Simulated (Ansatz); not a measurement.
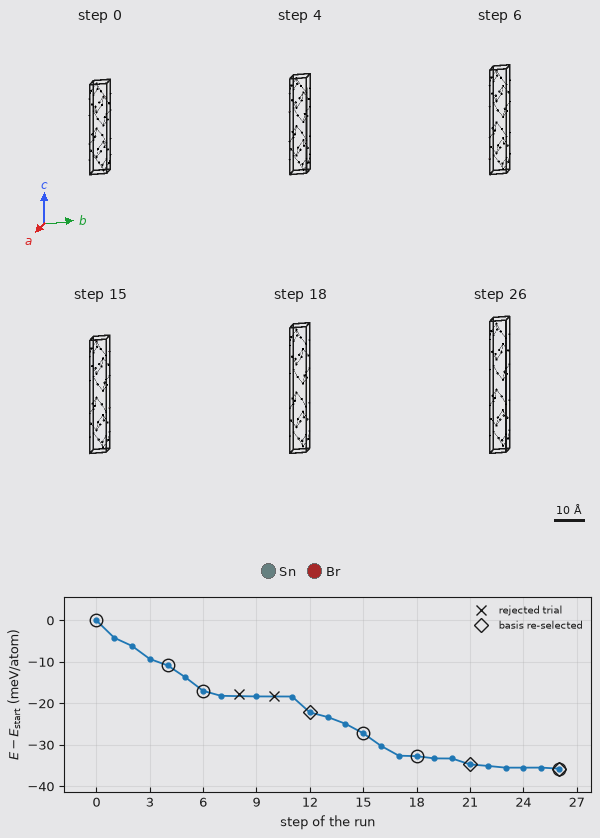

Frames of a relaxation of a crystal of Sn$_{3}$Br$_{2}$ (built on the corundum_167 type), marked on the history of the run. A ball-and-stick model of the conventional cell (3 times the calculation's cell), seen slightly off an axis. Lengths and directions refer to the drawn axes.

Case: anti-corundum type (R-3c, No. 167).

Computed with DFT PBE, scalar-relativistic, plane waves, PAW in Ansatz 0.2.0. Set-up: plane-wave cutoff 420 eV; k-point mesh 6 × 6 × 6; occupations gaussian; smearing width 0.1 eV; no spin polarisation; cell and atoms relaxed; force threshold 0.01 eV/Å; at most 80 steps.

Q: Describe the path.

A: After 21 accepted moves (26 points after the start) the energy has fallen by 35.7 meV per atom. The largest force component goes from 0.11 to 0.0001 eV/Å. Pressure: −0.26 GPa at the start and 0.00 GPa at the end. The line search rejected the trial steps at points 8, 10 of the run. At 3 points the geometry stayed and the basis and grid were re-selected for the new cell (energy shift of 3.8 meV per atom at most each time). The largest moves relative to the cell, 1.11 Å, are those of Br atoms. Largest moves by element: Br 1.11 Å, Sn 0.07 Å. Cell: a = b 5.981 → 5.712 Å (−4.5 %), c 31.035 → 45.597 Å (+46.9 %). Volume +34.0 %. Near-neighbour distances that change, for instance: Br–Sn 3.093 → 3.028 Å. Bond angles that change, for instance: Br–Sn–Br 144.8° → 148.4°, Sn–Br–Sn 66.7° → 63.6°. The space group stays R-3c (No. 167). From step 0 to 4: Br atoms move most (0.18 Å), volume +3.5 %, energy −10.8 meV per atom. From step 4 to 6: Br atoms move most (0.23 Å), volume +7.0 %, energy −6.1 meV per atom. From step 6 to 15: Br atoms move most (0.17 Å), volume +5.7 %, energy −10.2 meV per atom. From step 15 to 18: Br atoms move most (0.26 Å), volume +10.0 %, energy −5.5 meV per atom. From step 18 to 26: Br atoms move most (0.11 Å), volume +4.1 %, energy −3.0 meV per atom.

| step | E − E(0), meV/atom | largest force component, eV/Å | pressure, GPa | volume, Å³/atom | note |
| --- | --- | --- | --- | --- | --- |
| 0 | 0.00 | 0.1136 | -0.26 | 32.053 |  |
| 1 | -4.17 | 0.1302 | 0.05 | 31.747 |  |
| 2 | -6.13 | 0.0747 | 0.27 | 31.764 |  |
| 3 | -9.28 | 0.0933 | 0.45 | 32.623 |  |
| 4 | -10.83 | 0.0297 | 0.15 | 33.166 |  |
| 5 | -13.70 | 0.0414 | 0.10 | 34.456 |  |
| 6 | -16.97 | 0.0510 | 0.12 | 35.490 |  |
| 7 | -18.17 | 0.0334 | 0.01 | 36.214 |  |
| 8 | -17.80 | 0.0575 | -0.25 | 36.290 | rejected |
| 9 | -18.31 | 0.0068 | -0.01 | 36.215 |  |
| 10 | -18.28 | 0.0301 | -0.04 | 35.986 | rejected |
| 11 | -18.33 | 0.0004 | 0.00 | 36.128 |  |
| 12 | -22.16 | 0.0024 | 0.17 | 36.128 | same geometry, new basis |
| 13 | -23.28 | 0.0041 | 0.17 | 36.409 |  |
| 14 | -24.90 | 0.0109 | 0.14 | 36.858 |  |
| 15 | -27.19 | 0.0081 | 0.14 | 37.505 |  |
| 16 | -30.23 | 0.0151 | 0.14 | 38.436 |  |
| 17 | -32.60 | 0.0063 | 0.14 | 39.467 |  |
| 18 | -32.71 | 0.0535 | -0.13 | 41.266 |  |
| 19 | -33.25 | 0.0082 | -0.01 | 40.766 |  |
| 20 | -33.27 | 0.0018 | 0.00 | 40.674 |  |
| 21 | -34.70 | 0.0013 | 0.05 | 40.674 | same geometry, new basis |
| 22 | -35.06 | 0.0049 | 0.03 | 41.132 |  |
| 23 | -35.48 | 0.0137 | 0.04 | 42.482 |  |
| 24 | -35.48 | 0.0056 | 0.02 | 42.811 |  |
| 25 | -35.47 | 0.0003 | 0.00 | 42.945 |  |
| 26 | -35.72 | 0.0001 | 0.00 | 42.945 | same geometry, new basis |

Limits of the set-up: layers or molecules are held without a dispersion correction, so their spacing is unreliable.
